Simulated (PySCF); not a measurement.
Input file:

```
{"job": {"kind": "nmr", "xc": "PBE0", "basis": "pcSseg-1", "pop": false}, "charge": 0, "multiplicity": 1}
C     -2.548600     0.079700    -0.029400
C     -1.083700    -0.308800     0.111000
N     -0.314900     0.292600    -0.964300
C      1.078200    -0.086600    -1.016700
C      1.889600     0.416700     0.152200
F      2.221900     1.723600     0.099400
C      2.194400    -0.276900     1.241000
F      1.903700    -1.567300     1.374700
F      2.838700     0.168500     2.311000
H     -3.144400    -0.425000     0.726000
H     -2.674100     1.153600     0.090900
H     -2.910900    -0.201900    -1.014000
H     -0.720400    -0.019200     1.111800
H     -0.976800    -1.393600     0.018100
H     -0.408200     1.303800    -0.939500
H      1.508800     0.329800    -1.931600
H      1.139700    -1.176800    -1.051500
```

Command:

```sh
OMP_NUM_THREADS=1 python probes_run.py task.json out
```

Geometry: GFN2-xTB, NEB image 0 of 0 to 8.

All numbers below come from PySCF, PBE0/pcSseg-1, SCF density, gas phase, non-relativistic.

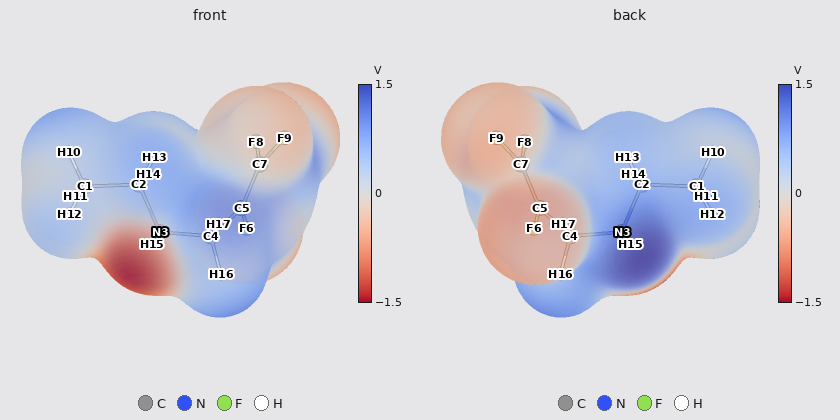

C$_{5}$H$_{8}$F$_{3}$N (SMILES CCNCC(F)=C(F)F). The electrostatic potential painted on the density surface at 0.002 e/bohr³, seen from the front and from behind; the colour scale runs from red (negative) to blue (positive).

Which sites attract a positive test charge, and which a negative one?

Answer. A positive charge is drawn to the negative regions and a negative charge to the positive ones. The most negative region (about −1.4 V) lies over N3, the most positive (about +1.4 V) over H15. N3 is the likeliest acceptor of a hydrogen bond.
